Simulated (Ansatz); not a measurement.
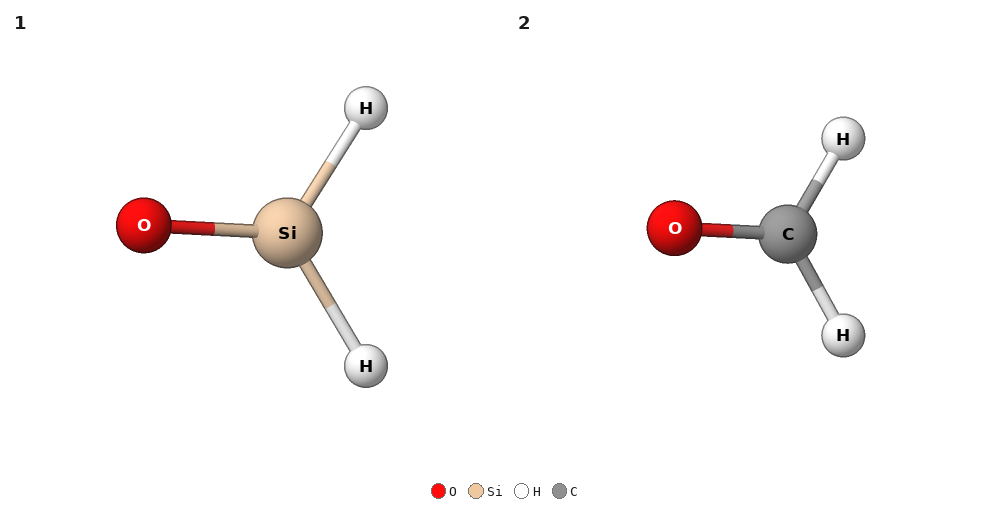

2 molecules with one skeleton, seen from the same side and at one scale. Charge 0, singlet. Computed geometries: PBE0-D4/def2-TZVP optimisations, one conformation each. Properties computed with Ansatz 0.2.0.

One atom differs, called X below: Si in panel 1, C in panel 2. Their formulas are H2OSi (`O=[SiH2]`), CH2O (`C=O`).

In which is the HOMO–LUMO gap larger (B3LYP-D4/def2-TZVPP)?

Answer. In panel 2 (X = C).

In which is the dipole moment larger (B3LYP-D4/def2-TZVPP)?

Answer. In panel 1 (X = Si).

Give the values. With PBE0-D4/def2-TZVP: mean length of X–H (Å), length of X–O (Å), angle H–X–H (°). With B3LYP-D4/def2-TZVPP: dipole moment (D), HOMO energy (Kohn–Sham orbital) (eV), HOMO–LUMO gap (eV), vertical ionisation energy (eV).

| quantity | 1 (Si) | 2 (C) | 2 − 1 |
| --- | --- | --- | --- |
| mean length of X–H (Å) | 1.486 | 1.109 | −0.377 |
| length of X–O (Å) | 1.516 | 1.195 | −0.321 |
| angle H–X–H (°) | 111.9 | 115.9 | +4.0 |
| dipole moment (D) | 3.67 | 2.31 | −1.36 |
| HOMO energy (Kohn–Sham orbital) (eV) | −8.04 | −7.60 | +0.44 |
| HOMO–LUMO gap (eV) | 5.60 | 6.03 | +0.43 |
| vertical ionisation energy (eV) | 10.81 | 10.88 | +0.07 |
